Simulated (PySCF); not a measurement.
# NMR shielding calculation of CrS$_{4}$ (charge −2)

- system: CrS$_{4}$, charge −2
- method: GIAO B3LYP/pcSseg-1 Cr:pcSseg-2 NMR shielding, non-relativistic, gas phase (PySCF 2.14.0)

The geometry comes from this level: PBE0-D3(BJ)/def2-SVP. It belongs to a series of runs on one base structure; here: 4 S for O. Figures and captions count atoms from 1; the log counts them from 0 in places.

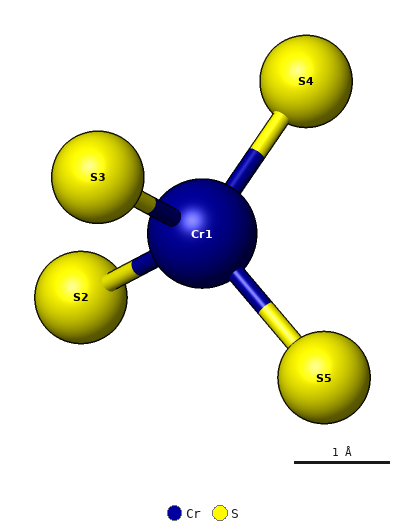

*The input geometry (ball-and-stick view, seen at a tilt; atoms are numbered from 1 in the order of the input). Sticks mark near contacts.*

Bond lengths as drawn: Cr–S 2.06 Å.

**Key numbers**

```json
{"quantity": "outcome", "value": "converged"}
{"quantity": "total energy", "value": "−2637.413059 hartree"}
{"quantity": "HOMO", "value": "3.19 eV"}
{"quantity": "LUMO", "value": "5.96 eV"}
{"quantity": "isotropic shielding, Cr", "value": "−5927.1 ppm"}
{"quantity": "isotropic shielding, S", "value": "−734.6 to −732.7 ppm"}
{"quantity": "hardware", "value": "1 CPU thread, shared host"}
{"quantity": "wall time", "value": "20 s"}
{"quantity": "peak memory", "value": "0.85 GiB"}
```

**Notes**

A multiply charged ion in the gas phase: its levels are not those in solution or in a crystal. The highest filled orbital lies above zero: either the extra electron isn't bound at this level, or the self-interaction error of the functional lifts the level.

**The input**
```
{"job": {"kind": "nmr", "xc": "B3LYP", "basis": {"default": "pcSseg-1", "Cr": "pcSseg-2"}, "pop": false}, "charge": -2, "multiplicity": 1}
Cr    -0.002110     0.000384     0.002226
S     -0.005306    -0.025895     2.065023
S      1.941608     0.010106    -0.676874
S     -0.970744     1.691589    -0.673359
S     -0.963448    -1.676193    -0.717007
```

The first line tells a small driver script what to run in PySCF; the rest is the geometry in Å.

**Log**
```
coarse grid: 32720 points
cycle   1  E = -2635.9315157290  dE =  1.802e+00  |g| = 3.289e+00  |ddm| = 3.409e+00
cycle   2  E = -2628.4348588369  dE =  7.497e+00  |g| = 5.832e+00  |ddm| = 1.335e+01
cycle   3  E = -2636.2623073747  dE = -7.827e+00  |g| = 2.984e+00  |ddm| = 1.310e+01
cycle   4  E = -2636.3682235191  dE = -1.059e-01  |g| = 2.753e+00  |ddm| = 9.109e-01
cycle   5  E = -2635.4658360894  dE =  9.024e-01  |g| = 3.877e+00  |ddm| = 1.243e+00
cycle   6  E = -2635.6987079108  dE = -2.329e-01  |g| = 3.671e+00  |ddm| = 2.673e-01
cycle   7  E = -2635.6131850357  dE =  8.552e-02  |g| = 3.750e+00  |ddm| = 1.848e-01
cycle   8  E = -2635.6111816573  dE =  2.003e-03  |g| = 3.740e+00  |ddm| = 2.960e-01
cycle   9  E = -2636.2275217766  dE = -6.163e-01  |g| = 2.953e+00  |ddm| = 9.421e-01
cycle  10  E = -2637.2902362208  dE = -1.063e+00  |g| = 8.615e-01  |ddm| = 8.085e-01
cycle  11  E = -2637.3738817192  dE = -8.365e-02  |g| = 4.589e-01  |ddm| = 7.996e-01
cycle  12  E = -2637.4024457519  dE = -2.856e-02  |g| = 1.718e-01  |ddm| = 4.574e-01
cycle  13  E = -2637.4123492593  dE = -9.904e-03  |g| = 5.273e-02  |ddm| = 2.254e-01
cycle  14  E = -2637.4128866043  dE = -5.373e-04  |g| = 1.640e-02  |ddm| = 5.980e-02
cycle  15  E = -2637.4129798285  dE = -9.322e-05  |g| = 9.382e-03  |ddm| = 2.944e-02
cycle  16  E = -2637.4130096564  dE = -2.983e-05  |g| = 2.897e-03  |ddm| = 1.350e-02
cycle  17  E = -2637.4130119489  dE = -2.293e-06  |g| = 7.710e-04  |ddm| = 3.998e-03
final grid: 60240 points
cycle  18  E = -2637.4130573049  dE =  1.288e-06  |g| = 2.545e-03  |ddm| = 3.396e-03
cycle  19  E = -2637.4130064905  dE =  5.081e-05  |g| = 1.853e-02  |ddm| = 1.052e-02
cycle  20  E = -2637.4130549036  dE = -4.841e-05  |g| = 4.006e-03  |ddm| = 7.325e-03
cycle  21  E = -2637.4130588351  dE = -3.931e-06  |g| = 2.954e-04  |ddm| = 3.618e-03
cycle  22  E = -2637.4130588527  dE = -1.763e-08  |g| = 2.240e-05  |ddm| = 3.060e-04
cycle  23  E = -2637.4130588532  dE = -4.666e-10  |g| = 1.185e-05  |ddm| = 5.955e-05
```

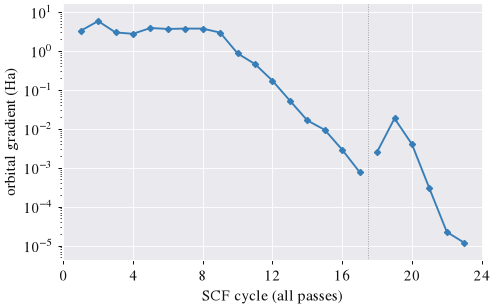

*Convergence of the self-consistent field: orbital gradient against the SCF cycle. The dotted line marks the change from a coarse to the final integration grid.*

The first 17 cycles use a coarse grid, the final grid takes over at cycle 18, and the field converges after 23 cycles in all.

```
converged SCF energy = -2637.4130588532

GIAO shielding tensors (ppm)
atom      isotropic    diamagn.    paramagn.     s11        s22        s33       span
  0 Cr   -5927.053    1811.446   -7738.498  -5936.423  -5923.180  -5921.555     14.867
  1 S     -734.615    1060.183   -1794.799  -1120.171  -1117.187     33.512   1153.683
  2 S     -732.660    1060.195   -1792.856  -1117.562  -1113.924     33.506   1151.068
  3 S     -734.436    1060.180   -1794.616  -1119.211  -1117.371     33.275   1152.487
  4 S     -734.170    1060.182   -1794.351  -1118.557  -1117.214     33.262   1151.820
```

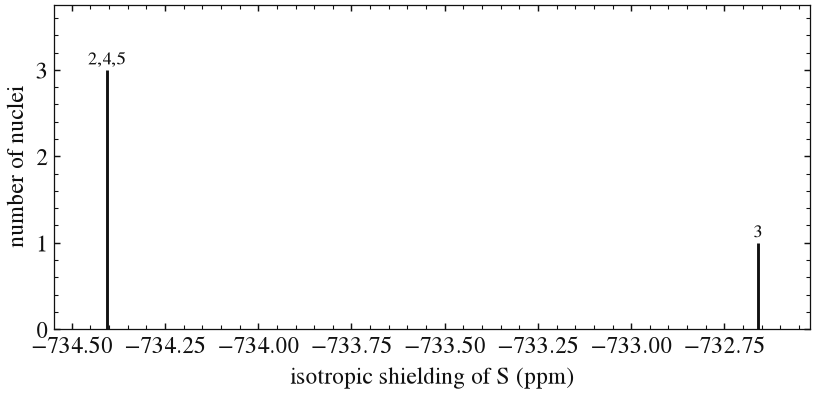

*Isotropic shieldings of the sulfur nuclei in this fixed geometry, labelled by atom number; shielding grows to the right, so chemical shift grows to the left.*

The least shielded is S2 (−734.6 ppm), the most shielded S3 (−732.7 ppm).
